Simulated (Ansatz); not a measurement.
H$_{4}$OSi···C$_{2}$H$_{6}$

Input

```
crystal:
  periodic: [false, false, false]
  atoms:
    - { symbol: Si, position_ang: [-1.070217, 1.042382, 1.145782] }
    - { symbol: C, position_ang: [0.779124, -1.021161, -0.419691] }
    - { symbol: C, position_ang: [1.130243, -0.129272, -1.611856] }
    - { symbol: H, position_ang: [-1.571684, 0.809598, -0.234696] }
    - { symbol: H, position_ang: [-1.735899, 2.283806, 1.646472] }
    - { symbol: O, position_ang: [-1.355109, -0.248375, 2.165691] }
    - { symbol: H, position_ang: [0.951444, -0.503939, 0.514722] }
    - { symbol: H, position_ang: [0.359401, 1.222968, 1.134307] }
    - { symbol: H, position_ang: [1.393665, -1.930113, -0.415887] }
    - { symbol: H, position_ang: [-0.267059, -1.342917, -0.448692] }
    - { symbol: H, position_ang: [2.17261, 0.205172, -1.561084] }
    - { symbol: H, position_ang: [0.995408, -0.656154, -2.563085] }
    - { symbol: H, position_ang: [0.497987, 0.765551, -1.640801] }
    - { symbol: H, position_ang: [-2.280114, -0.497447, 2.288818] }
magnetization:
  spin_polarized: true
basis:
  gaussian: { orbitals: "6-31G*" }
hamiltonian:
  xc: b3lyp
  dispersion: d4
relax:
  f_tol: 0.03
  max_steps: 50
output:
  orbitals: {}
```

Command:

```sh
ansatz run input.yaml --threads 2 --pin off --max-ram 3072MiB --backend cpu --events-out ev --progress --plain --runs-dir out
```

The fields are those of the relaxed geometry.

These are results of Ansatz 0.2.0, UKS B3LYP-D4/6-31G*, not measurements.

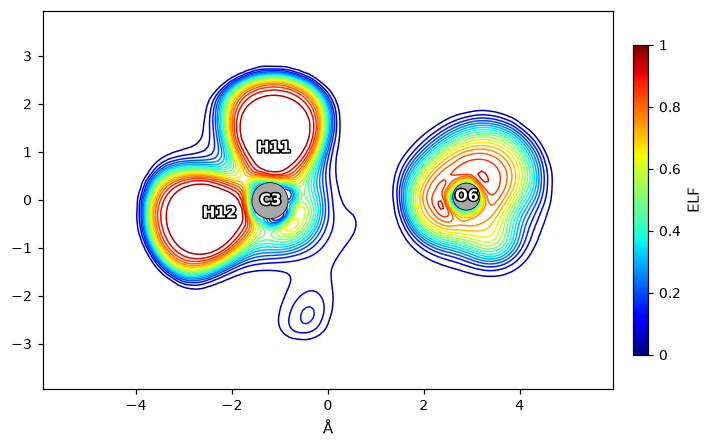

Figure 1. Electron localisation function on the plane of atoms H11, C3 and H12. Grey discs cover the atomic cores.

What does the map show?

The section cuts through C, O and H sites.
C–H (1.10 Å): the ELF climbs to about 1 towards the hydrogen, as it does in any bond to H (a covalent bond by its length).
The ELF also peaks beside O6, away from the bonds: lone-pair regions.

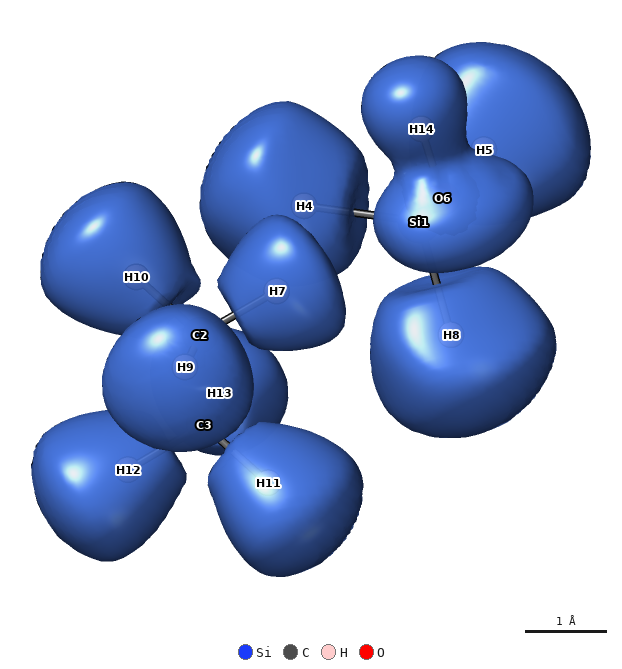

Figure 2. Isosurface of the ELF at 0.75 (blue), seen at an oblique angle. Only the valence region is drawn (cores and ρ < 0.01 e/Å³ removed).

Describe the localisation domains.

The ELF exceeds this value in one region between bonded C–C atoms (shared pairs), nine regions around hydrogen nuclei and one joined region spread over several atoms (H, O), in which their bonds and any lone pairs are merged. Along the contacts the grid gives the following. O6···H7 (2.58 Å): the ELF dips to about 0 between them (a non-bonded, intermolecular contact). C–C (1.53 Å): the ELF peaks at about 0.95 between the atoms, as expected for localised, covalent bonding.

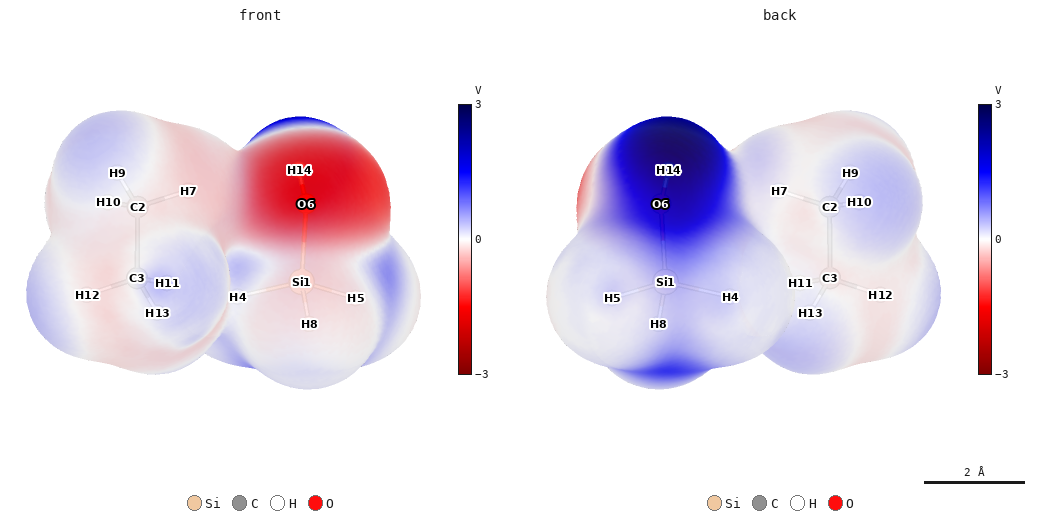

Figure 3. The electrostatic potential painted on the density surface at 0.002 e/bohr³, seen from the front and from behind; red is negative and blue positive.

Describe the electrostatic potential map.

The most negative region (about −1.5 V, or −35 kcal/mol for a unit charge) lies over O6, the most positive (about +2.7 V, or +62 kcal/mol for a unit charge) over H14. O6 is the likeliest acceptor of a hydrogen bond.
